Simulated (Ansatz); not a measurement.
# r2SCAN/cc-pVDZ run of C2H3FGe (SMILES C#[C][GeH2][F])

Aim: the electronic atomisation energy of C2H3FGe at r2SCAN/cc-pVDZ, from 5 runs. 

The calculation is run with Ansatz 0.2.0.

63 further runs of the same task are left out: 63 set aside as unsound or not needed. Runs told in other sessions of the task aren't counted.

## 1. The system as given

The species is C2H3FGe (7 atoms), meant as a singlet with charge 0. As SMILES, `C#[C][GeH2][F]`. Geometry: relaxed at PBE0-D4/def2-TZVP.

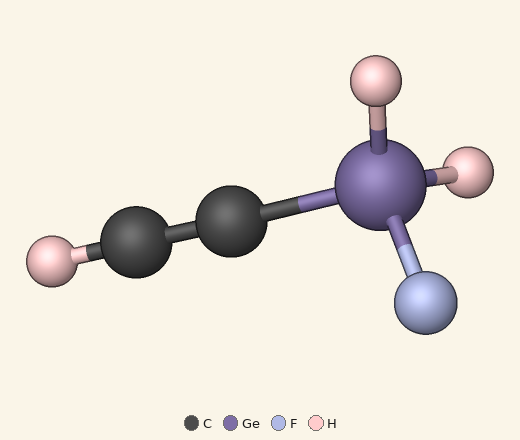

Viewed from a chosen angle; carbon dark grey, germanium purple, fluorine light blue, hydrogen pink.

## 2. A single-point energy at r2SCAN/cc-pVDZ

Input file job.yaml:

```yaml
crystal:
  periodic: [false, false, false]
  atoms:
    - {symbol: C, position_ang: [1.589600, -1.011400, 0.749400]}
    - {symbol: C, position_ang: [0.653200, -0.399300, 0.302800]}
    - {symbol: Ge, position_ang: [-0.795200, 0.603200, -0.384600]}
    - {symbol: F, position_ang: [-1.928600, -0.538300, -1.040400]}
    - {symbol: H, position_ang: [2.414700, -1.560800, 1.142300]}
    - {symbol: H, position_ang: [-1.525800, 1.349500, 0.733200]}
    - {symbol: H, position_ang: [-0.346600, 1.489200, -1.548300]}
basis:
  gaussian:
    orbitals: cc-pVDZ
hamiltonian:
  xc: {name: r2SCAN}
accuracy: high
output: {orbitals: {seedname: orbitals}}
```

On the command line:

```console
$ ansatz run job.yaml --threads 1 --pin off --max-ram 2610MiB --events-out events.jsonl --progress --plain --runs-dir runs
```

The program printed:

```text
Warning: RAYON_NUM_THREADS=1 ignored (pool sized by the plan → 1); use --threads N
Functional definition: r2SCAN
  name "r2SCAN"
  parameter k0 = 0.174
  parameter k1 = 0.065
  parameter a1 = 4.9479
  exchange = r2scan_x(k0 = k0, k1 = k1, a1 = a1)
  correlation = r2scan_c
1814 factors; integrals over basis functions are off by at most 4.7e-9 eV
mean field evaluation 1: about -61347.9549 eV, gradient 4.7e1 eV
mean field evaluation 2: about -61341.1123 eV, gradient 7.5e1 eV
mean field evaluation 4: about -61353.0755 eV, gradient 8.0e0 eV
mean field evaluation 8: about -61353.2342 eV, gradient 5.4e-1 eV
mean field evaluation 16: about -61353.2352 eV, gradient 8.4e-6 eV
mean field -61353.23517295 eV, -2254.6898058895 hartree, gradient 7.3e-8 eV, S^2 0.000000; 0 other end points of the search recorded, 0 dependent functions left out
reference -61353.23517368 eV, -2254.6898059165 hartree; 28, 28 occupied and 56, 56 virtual orbitals, 1814 factors
Total energy: -61353.23517368 eV, -2254.6898059165 hartree
```

It took 4.8 s on 1 thread of AMD EPYC 9R45 (Zen 5), shared host; peak memory 0.26 GiB.

## 3. The C atom at the same level

Input file run.yaml:

```yaml
basis:
  gaussian:
    orbitals: cc-pVDZ
crystal:
  periodic: [false, false, false]
  atoms:
    - {symbol: C, position_ang: [0.000000, 0.000000, 0.000000]}
total_charge: 0
magnetization:
  spin_polarized: true
  initial_magnetization: 2
hamiltonian:
  xc: r2scan
accuracy: high
```

Run the same way, it converges to -37.82627 Eh (log not shown).

## 4. The F atom at the same level

Input file run.yaml:

```yaml
crystal:
  periodic: [false, false, false]
  atoms:
    - symbol: F
      position_ang: [0.000000, 0.000000, 0.000000]
basis:
  gaussian:
    orbitals: cc-pVDZ
magnetization:
  spin_polarized: true
  initial_magnetization: 1
hamiltonian:
  xc: {name: r2SCAN}
accuracy: high
```

Run the same way, it converges to -99.68613 Eh (log not shown).

## 5. The Ge atom, same level

Input file input.yaml:

```yaml
crystal:
  periodic: [false, false, false]
  atoms:
    - {symbol: Ge, position_ang: [0.000000, 0.000000, 0.000000]}
basis:
  gaussian:
    orbitals: cc-pVDZ
hamiltonian:
  xc: {name: r2SCAN}
accuracy: high
magnetization:
  spin_polarized: true
  initial_magnetization: 2
```

Run the same way, it converges to -2076.87368 Eh (log not shown).

## 6. The H atom at the same level

Input file in.yaml:

```yaml
crystal:
  periodic: [false, false, false]
  atoms:
    - {symbol: H, position_ang: [0.000000, 0.000000, 0.000000]}
basis:
  gaussian: {orbitals: cc-pVDZ}
magnetization: {spin_polarized: true, initial_magnetization: 1}
hamiltonian: {xc: r2scan}
accuracy: high
```

Run the same way, it converges to -0.49921 Eh (log not shown).

## 7. Outcome

At r2SCAN/cc-pVDZ:

```
                     quantity           value
       molecule: total energy  -2254.68981 Eh
        molecule: HOMO energy        -7.45 eV
        molecule: LUMO energy        -1.28 eV
      molecule: HOMO–LUMO gap         6.17 eV
         C atom: total energy    -37.82627 Eh
                 C atom: ⟨S²⟩           2.005
         F atom: total energy    -99.68613 Eh
                 F atom: ⟨S²⟩           0.751
        Ge atom: total energy  -2076.87368 Eh
                Ge atom: ⟨S²⟩           2.004
         H atom: total energy     -0.49921 Eh
                 H atom: ⟨S²⟩           0.750
electronic atomisation energy       26.662 eV
```

Taking the molecule apart into free atoms costs 26.66 eV (2573 kJ/mol), before zero-point energy and without spin-orbit coupling.
